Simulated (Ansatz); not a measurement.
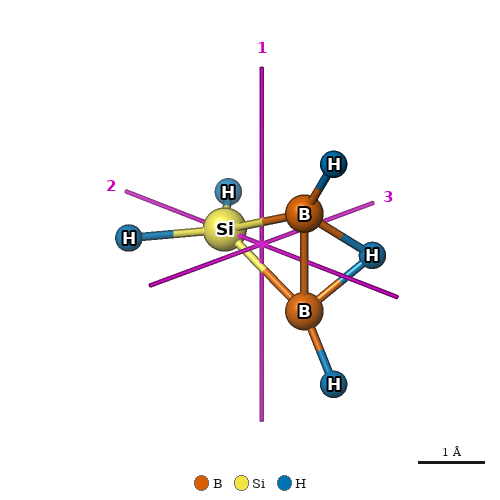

The three principal axes of inertia are drawn and numbered. Atoms fade into the background with distance from the viewer. Charge −1, singlet. The computed structure is the end point of a PBE0-D4/def2-TZVPD optimisation. No frequency run is at hand to confirm it as a minimum. Masses are those of the most abundant isotopes; constants are for the rigid equilibrium geometry.

Which line is the a axis (least moment of inertia), which b and which c?

Answer. a is line 2, b is line 1, c is line 3; the moments are 24.6, 57.0, 74.2 u Å².

What kind of rotor is it, and what are its rotational constants in GHz?

Answer. An asymmetric top (Cs): A = 20.6, B = 8.86, C = 6.82 GHz. Ray's parameter κ is −0.70, nearer the prolate limit.
